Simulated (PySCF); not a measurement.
**CH$_{6}$N$_{2}$, SMILES `CNN`: what the electrons do**

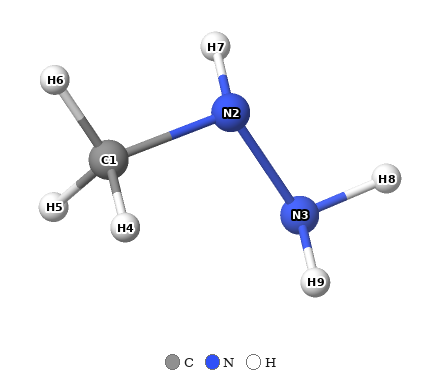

The molecule, with its atoms numbered as below. No frequency check shows the geometry to be a minimum.

Cartesian coordinates (Å):

```
C1       1.1903   -0.2173    0.0375
N2      -0.0202    0.5489   -0.1971
N3      -1.1860   -0.2669    0.1508
H4       1.2335   -1.0255   -0.6942
H5       1.2417   -0.6527    1.0428
H6       2.0429    0.4406   -0.1166
H7      -0.0449    1.3287    0.4610
H8      -1.9992    0.2945   -0.0971
H9      -1.1727   -1.0554   -0.4965
```

Part 1: Excited states

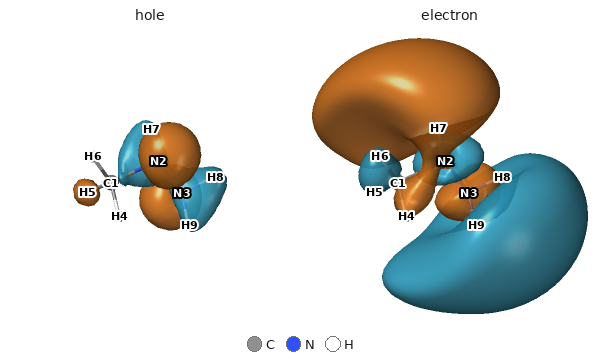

Leading natural transition orbital pair of S₂ (CIS singlet states); the surfaces enclose about 78 % of each orbital's density.

Computed with PySCF, HF/6-311+G**, geometry: GFN2-xTB.

Q: Where does the state lie, and where do hole and electron sit?

A: 7.06 eV (176 nm), f = 0.029, diffuse (Rydberg-like) orbital; the leading pair carries 96 %; hole on N2 (42 %), N3 (39 %) and C1 (6 %), electron on N3 (22 %), H9 (17 %) and C1 (16 %) (atom shares of so diffuse an orbital are rough); their centroids lie 0.2 Å apart. In canonical orbitals it is mainly HOMO → LUMO+1 (55 %). The HOMO–LUMO gap is 11.40 eV.

Part 2: In an electric field

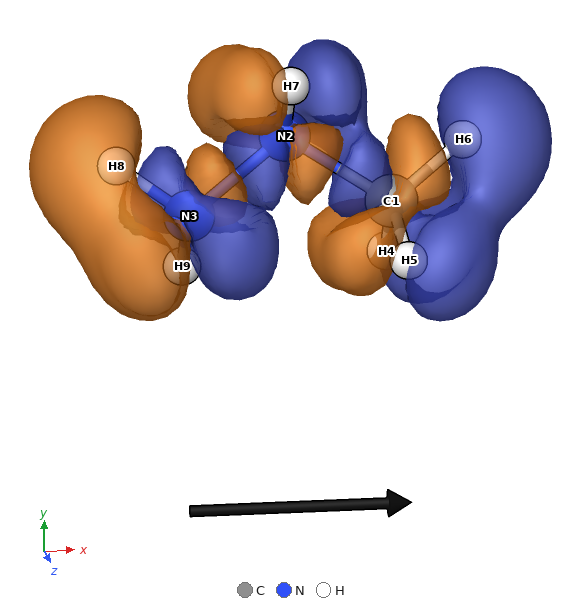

Change of the electron density in a uniform field of 0.26 V/Å along +x (arrow), surfaces at ±0.0015 e/Å³ (orange: gain, blue: loss).

Computed with PySCF, TPSS/def2-SVPD, geometry: GFN2-xTB.

The field was applied in both directions; the picture shows the one opposite to the script's first.

Q: How large is the response?

A: The induced dipole is 0.51 D (along the field); α along this axis, from the fields in both directions, is 40 bohr³ (6.0 Å³).

Part 3: Removing or adding an electron

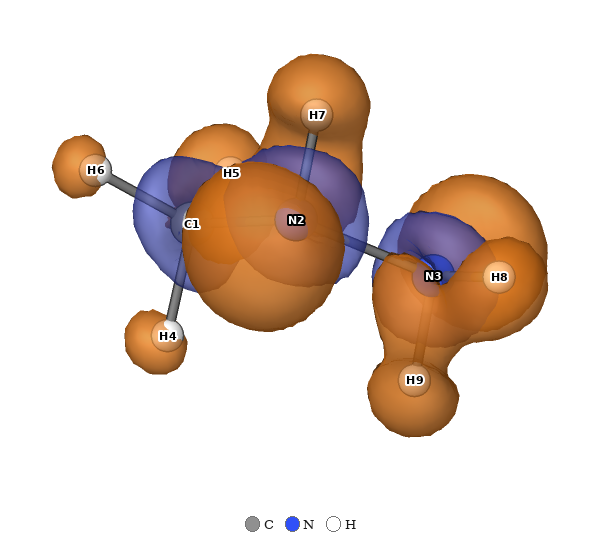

Fukui function f⁻ = ρ(N) − ρ(N−1) at fixed geometry, surfaces at ±0.04 e/Å³ (orange positive, blue negative).

Method: PBE0/def2-SVPD; geometry: GFN2-xTB; program: PySCF.

Q: Which atoms respond most to the removal of an electron?

A: f⁻ (Hirshfeld-condensed) is largest on N2 (0.26) and N3 (0.23); the vertical ionisation energy is 8.14 eV. Condensed values hint at sites of electrophilic attack but needn't mark the atom that reacts. Shares this close don't rank the sites. Orbital relaxation makes it negative in places (0.20 e in all).

Part 4: Stretching a bond

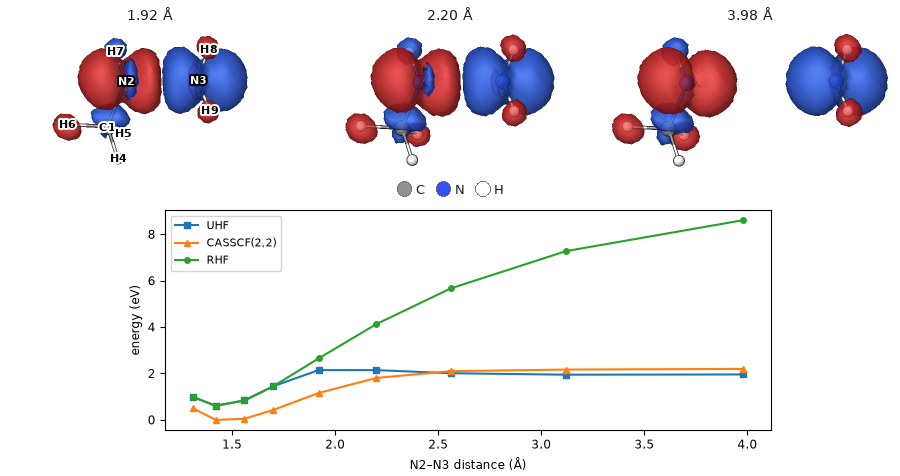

Rigid stretch of the N2–N3 bond. Broken-symmetry UHF spin density at ±0.03 e/Å³ (blue: α, red: β). Below: energies along the scan, from the lowest point of the three curves.

Level of theory: def2-SVP basis (PySCF), at a geometry from GFN2-xTB.

Q: How does the broken-symmetry solution share the spin, and how far is it from a pure singlet?

A: At 3.98 Å excess α spin lies mostly on N3 and excess β on N2; the two could be swapped at no cost. ⟨S²⟩ is 0.61 at 1.92 Å, 0.91 at 2.20 Å and 1.02 at 3.98 Å, against 0 for a pure singlet and 1 for an equal mix of singlet and triplet.

Q: Where does the UHF solution part from RHF?

A: Between 1.70 Å (⟨S²⟩ = 0, the two coincide) and 1.92 Å (⟨S²⟩ = 0.61); at 3.98 Å ⟨S²⟩ is 1.02 and UHF lies 6.7 eV below RHF.

Q: How much energy does the stretch cost?

A: By CASSCF, 2.2 eV from the lowest point of the scan (1.42 Å) to 3.98 Å; RHF gives 8.0 eV from its own lowest point. The fragments aren't relaxed and dynamic correlation is missing, so this isn't a bond dissociation energy.
